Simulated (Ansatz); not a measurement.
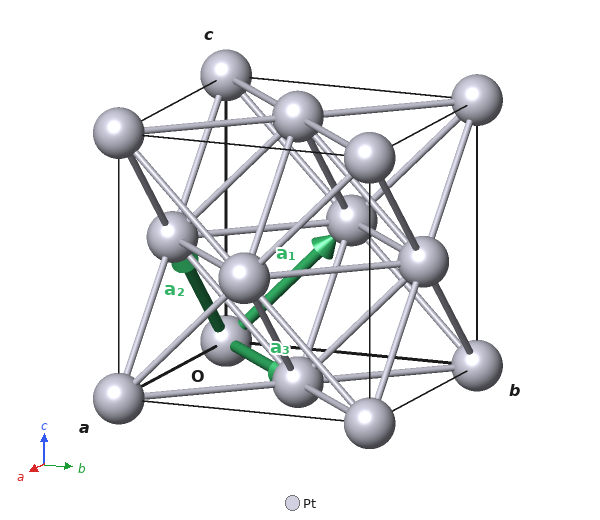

For Pt, the input geometry of an electronic-structure calculation (not necessarily at equilibrium): the conventional cell (thin) and a primitive cell (coloured, vectors a₁, a₂, a₃). Symmetry computed with spglib at a tolerance of 0.002 Å; standard conventional cell.

a = 3.918 Å, b = 3.918 Å, c = 3.918 Å, α = 90.00°, β = 90.00°, γ = 90.00°.

Question: What is the centring, and how are the primitive vectors built?

Answer: F, face-centred cubic, with lattice points at (0, 0, 0), (1/2, 1/2, 0), (1/2, 0, 1/2), (0, 1/2, 1/2). a₁ = 1/2 b + 1/2 c; a₂ = 1/2 a + 1/2 c; a₃ = 1/2 a + 1/2 b.

Question: Give the primitive cell's size and content.

Answer: Edges 2.770, 2.770, 2.770 Å; angles 60.00°, 60.00°, 60.00°; volume 15.03 Å³, 1/4 of the conventional cell; 1 of its 4 atoms.
